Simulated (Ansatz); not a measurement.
```xyz
4

Cu   -1.1234   -1.1707   -2.3746
F    -2.4584   -1.3845   -1.2887
O     0.2494   -1.0623   -3.5680
Te    0.7566    0.6764   -2.8420
```

Geometry: r2SCAN-D4/def2-SVP; core potentials replace the inner electrons of Te.

Method: Ansatz, isolated molecule in a Gaussian basis; Kohn-Sham density functional theory, functional PBE0.

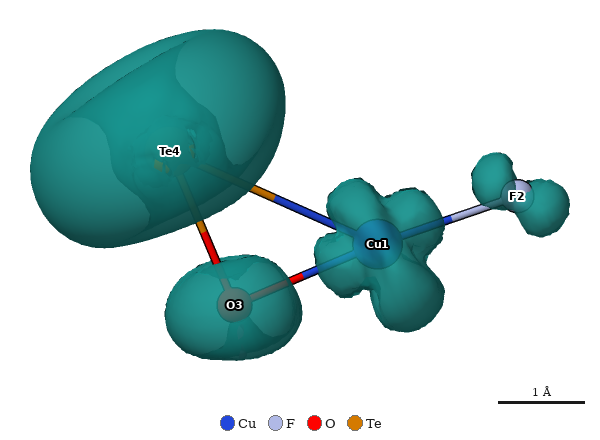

CuFOTe (triplet). Isosurfaces of the spin density (α minus β) at +0.03 (teal) and −0.03 e/Å³ (pink), seen across its widest extent.

Where is the unpaired spin?

Answer. The unpaired spin (2 electrons) lies mostly on Te4 (about 1.2), Cu1 (about 0.4) and O3 (about 0.3), in electrons by Hirshfeld's partition.
